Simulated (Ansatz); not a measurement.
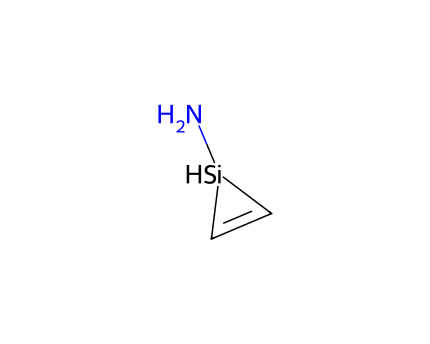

The computed structure is the end point of a PBE0-D4/def2-TZVP optimisation. No frequency run is at hand to confirm it as a minimum. Properties computed with RKS PBE0-D4/def2-TZVP (Ansatz 0.2.0).

Predict the main results.

The species is C₂H₅NSi (`N[SiH]1C=C1`).
- dipole moment: 1.31 D
- dispersion correction: −13.9 kJ/mol
